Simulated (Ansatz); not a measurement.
# Ga6H18Sb6 (Ga6Sb6 wurtzite hole sphere): what the fields show

Input

```
crystal:
  periodic: [false, false, false]
  atoms:
    - {symbol: Sb, position_ang: [-0.003441, -2.336420, -2.022267]}
    - {symbol: Ga, position_ang: [-2.364629, -1.364879, -1.123210]}
    - {symbol: Ga, position_ang: [0.001830, -2.800884, 2.202467]}
    - {symbol: Sb, position_ang: [-2.043433, -1.180250, 1.493599]}
    - {symbol: Sb, position_ang: [-2.023444, 1.165501, -2.022621]}
    - {symbol: Ga, position_ang: [-2.424066, 1.401477, 2.201118]}
    - {symbol: Ga, position_ang: [2.360577, -1.365995, -1.128496]}
    - {symbol: Sb, position_ang: [2.045566, -1.180547, 1.488899]}
    - {symbol: Sb, position_ang: [2.018610, 1.164927, -2.026976]}
    - {symbol: Ga, position_ang: [-0.001362, 2.727294, -1.128154]}
    - {symbol: Ga, position_ang: [2.428583, 1.401427, 2.195405]}
    - {symbol: Sb, position_ang: [0.001289, 2.360963, 1.489199]}
    - {symbol: H, position_ang: [-0.003722, -4.039514, -1.852335]}
    - {symbol: H, position_ang: [-0.005016, -2.308403, -3.742976]}
    - {symbol: H, position_ang: [-3.581104, -2.066209, -1.842603]}
    - {symbol: H, position_ang: [0.001503, -3.994180, 1.156795]}
    - {symbol: H, position_ang: [0.004546, -2.975701, 3.768849]}
    - {symbol: H, position_ang: [-3.472807, -2.005098, 1.979915]}
    - {symbol: H, position_ang: [-1.995748, 1.147415, -3.743491]}
    - {symbol: H, position_ang: [-3.499036, 2.017840, -1.858616]}
    - {symbol: H, position_ang: [-3.456818, 1.996891, 1.153680]}
    - {symbol: H, position_ang: [-2.576350, 1.492332, 3.767390]}
    - {symbol: H, position_ang: [3.575293, -2.067685, -1.850389]}
    - {symbol: H, position_ang: [3.476067, -2.005374, 1.971922]}
    - {symbol: H, position_ang: [1.988080, 1.147362, -3.747682]}
    - {symbol: H, position_ang: [3.494145, 2.016327, -1.864393]}
    - {symbol: H, position_ang: [-0.001092, 4.130323, -1.849672]}
    - {symbol: H, position_ang: [2.585181, 1.491235, 3.761051]}
    - {symbol: H, position_ang: [3.458945, 1.996011, 1.145490]}
    - {symbol: H, position_ang: [0.002052, 4.012016, 1.973201]}
basis:
  gaussian: {orbitals: def2-TZVP, fitting: {mean_field: def2-universal-jkfit}, initial_orbitals: start.molden}
hamiltonian: {xc: pbe0, dispersion: d4}
scf: {omitted_lower_state_checks: [starts]}
output: {forces: true, orbitals: {seedname: orbitals}}
```

Launched as:

```sh
ansatz run in.yaml --threads 2 --pin off --events-out ev --progress --plain --max-ram 32768MiB --backend cuda --devices 0, --max-vram 18GiB
```

Geometry: PBE-D4/def2-SVP; core potentials replace the inner electrons of Sb.

These are results of Ansatz, RKS PBE0-D4/def2-TZVP, not measurements.

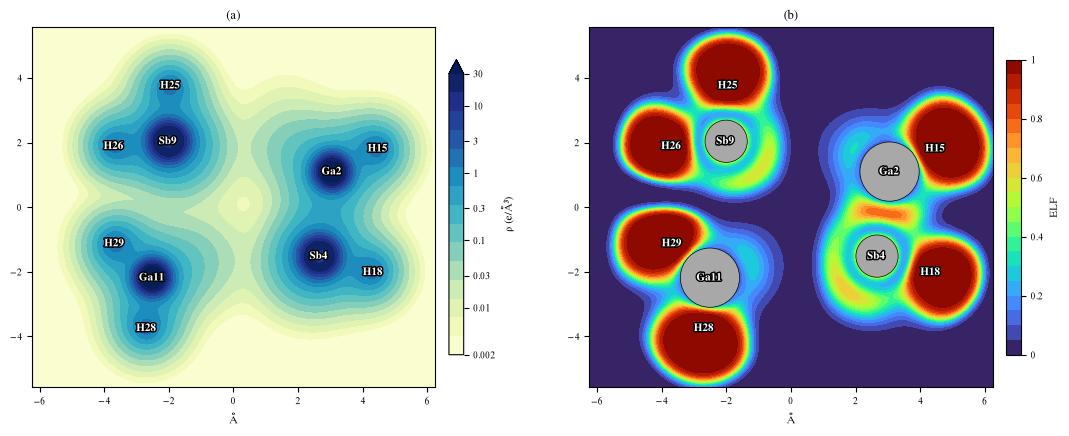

Figure 1. (a) electron density; (b) ELF on the plane of atoms Sb4, Ga2 and H15. Grey discs cover the atomic cores in the ELF map.

> Describe what can be read from this map.

- The section cuts through Ga, Sb and H sites.
- Ga–Sb (2.64 Å): the density is about 0.45 e/Å³ at the midpoint; the ELF peaks at about 0.80 between the atoms: a covalent bond.
- Ga–H (1.58 Å): the density is about 0.95 e/Å³ at the midpoint; the ELF climbs to about 1 towards the hydrogen.
- Sb–H (1.71 Å): the density is about 1.1 e/Å³ at the midpoint; the ELF climbs to about 1 towards the hydrogen.

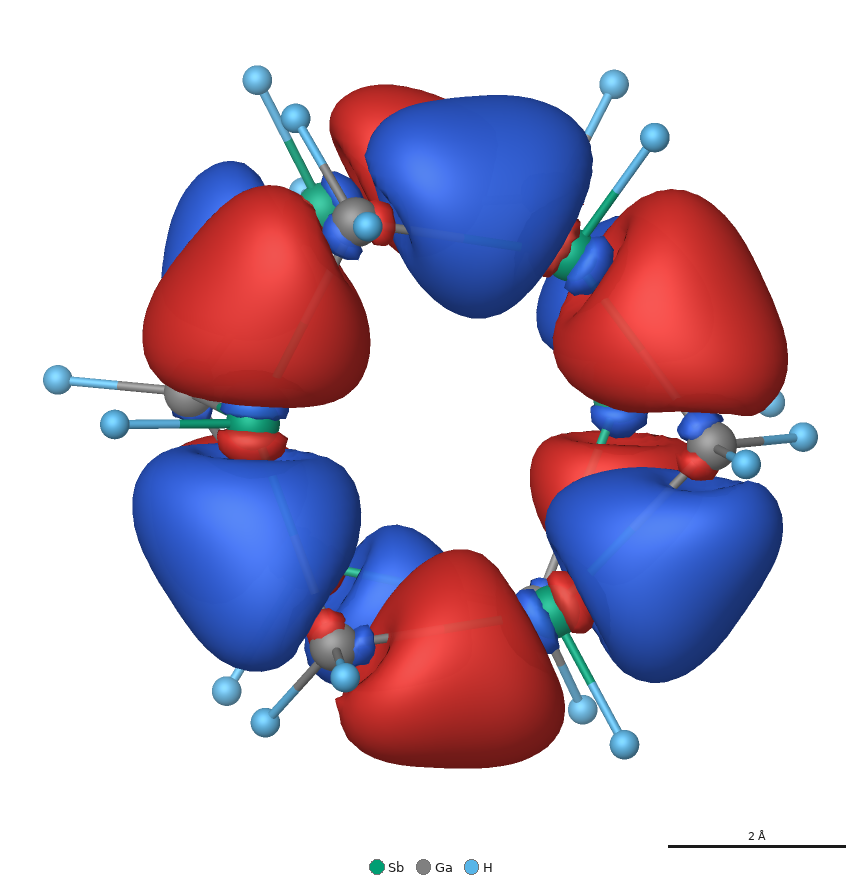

Figure 2. The HOMO at ±0.06 Å⁻³ᐟ² (blue and red are the two phases), seen at a tilt.

> What is the character of this orbital?

Its weight (Hirshfeld) is mainly on Sb4 (about 15 %), Sb8 (about 15 %), Sb12 (about 15 %), Ga6 (about 10 %), Ga11 (about 10 %) and Ga3 (about 10 %). Its energy is −6.91 eV.
